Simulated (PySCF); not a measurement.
**H3O4Ta (Ta(O)(OH)3): density, localisation and related maps**

The calculation's input:

```
mol = gto.M(atom='''
Ta    -0.34000     0.00000     0.17427
O      0.55613     0.00000     1.67019
O      0.15057     1.57886    -0.81367
H      0.80146     2.26648    -0.59520
O     -2.22610     0.00000     0.56926
H     -2.69500     0.00000     1.41988
O      0.15057    -1.57886    -0.81367
H      0.80146    -2.26648    -0.59520''',
    basis={'Ta': 'def2-SVP', 'O': 'def2-SVP', 'H': 'def2-SVP'},
    ecp={'Ta': 'def2-SVP'},
    charge=0, spin=0)
mf = dft.RKS(mol, xc='PBE')
mf.grids.atom_grid = (75, 302)  # f atoms: at least (60, 302), unpruned
mf = mf.density_fit()  # Ta def2-universal-JKFIT, O def2-universal-JKFIT, H def2-universal-JKFIT
mf.conv_tol = 1e-09; mf.max_cycle = 55
mf.kernel(dm0)
```

Launched as:

```sh
OMP_NUM_THREADS=2 python run.py
```

Core potentials replace the inner electrons of Ta.

Level of theory: PySCF, RKS PBE, Ta def2-SVP with ECP60, O def2-SVP, H def2-SVP; non-relativistic Hamiltonian with scalar-relativistic core potentials where named; density fitting.

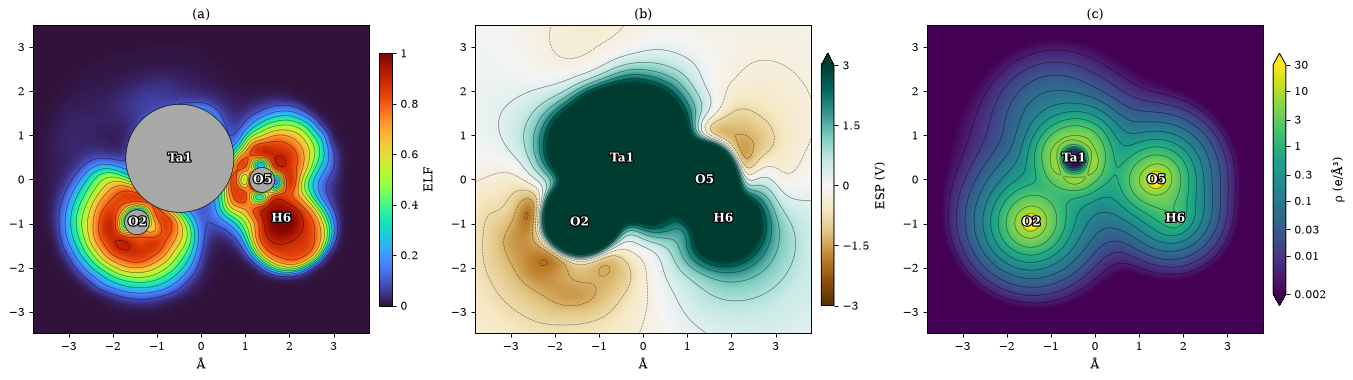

Figure 1. (a) electron localisation function; (b) molecular electrostatic potential; (c) electron density on the plane of atoms O2, Ta1 and O5. Grey discs cover the atomic cores in the ELF map.

### What does the map show?

The section cuts through Ta, O and H sites. Ta–O (1.74 Å): the density is about 1.6 e/Å³ at the midpoint; the ELF peaks at about 0.80 in the valence shell of O, 0.5 Å from its nucleus, and drops to about 0.35 between the two atoms. O–H (0.97 Å): the density is about 3.6 e/Å³ at the midpoint; the ELF climbs to about 1 towards the hydrogen, as it does in any bond to H (an ordinary covalent bond to hydrogen). Ta–O (1.93 Å): ρ is about 0.95 e/Å³ halfway; the ELF peaks at about 0.80 in the valence shell of O, 0.6 Å from its nucleus, and drops to about 0.20 between the two atoms. Outside the dense part of the molecule the potential is most negative (−1.9 V) near O2.

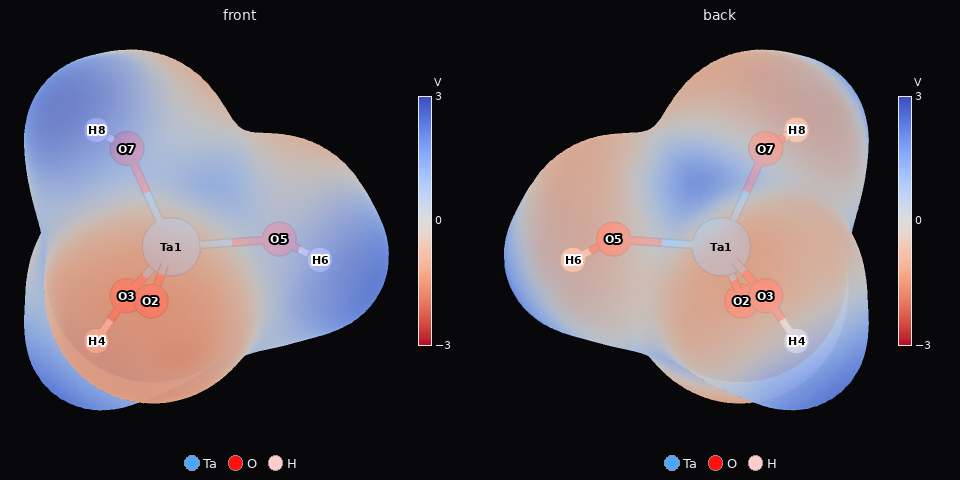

Figure 2. The electrostatic potential painted on the density surface at 0.001 e/bohr³, seen from the front and from behind; red is negative and blue positive.

### Which sites attract a positive test charge, and which a negative one?

A positive charge is drawn to the negative regions and a negative charge to the positive ones. The most negative region (about −1.5 V) lies over O2, the most positive (about +2.1 V) over H4, H6 and H8. O2 is the likeliest acceptor of a hydrogen bond.

### What dipole moment does the calculation give?

Its dipole moment is 0.12 D.

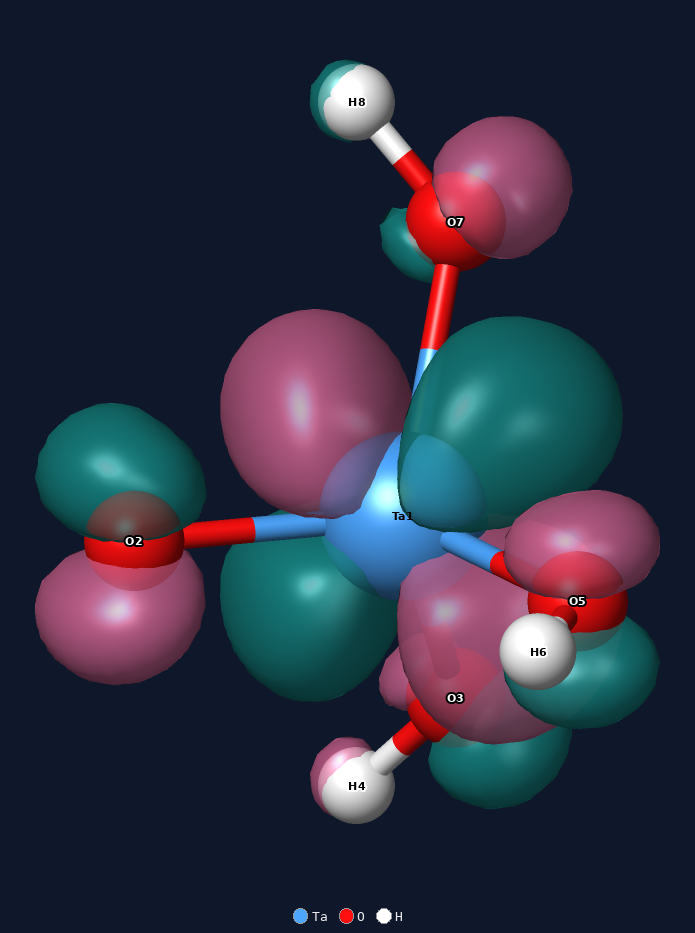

Figure 3. The LUMO at ±0.15 Å⁻³ᐟ² (teal and pink are the two phases), seen at an oblique angle.

### What is the character of this orbital?

Its weight (Hirshfeld) is mainly on Ta1 (about 65 %), O2 (about 10 %), O5 (about 10 %), O3 (about 5 %) and O7 (about 5 %). Its energy is −1.03 eV.

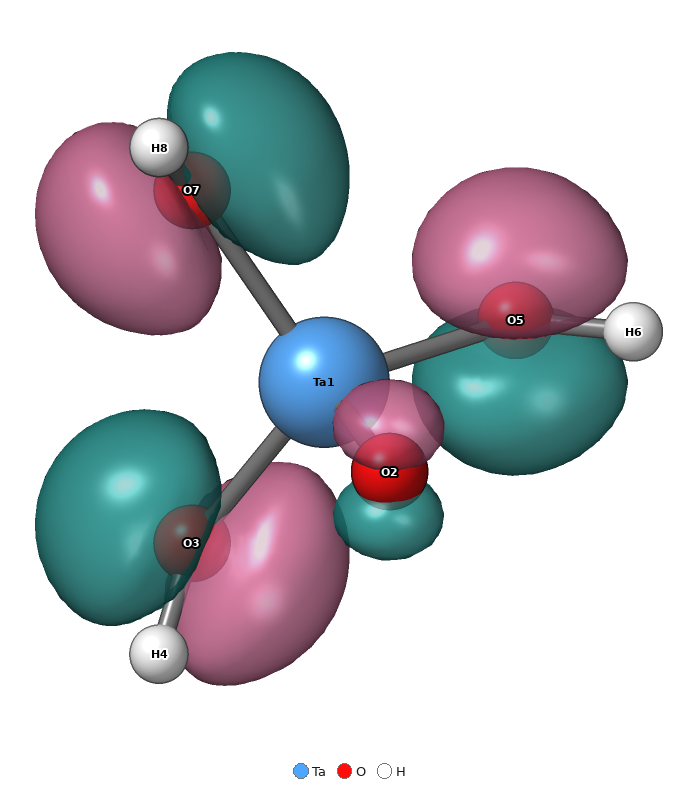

Figure 4. The HOMO at ±0.1 Å⁻³ᐟ² (teal and pink are the two phases), seen at a tilt.

### Where does this orbital lie, and at what energy?

It lies mainly on O3 (about 30 %), O7 (about 30 %) and O5 (about 25 %); largely a combination of lone pairs on O3, O7 and O5. Its energy is −7.44 eV.
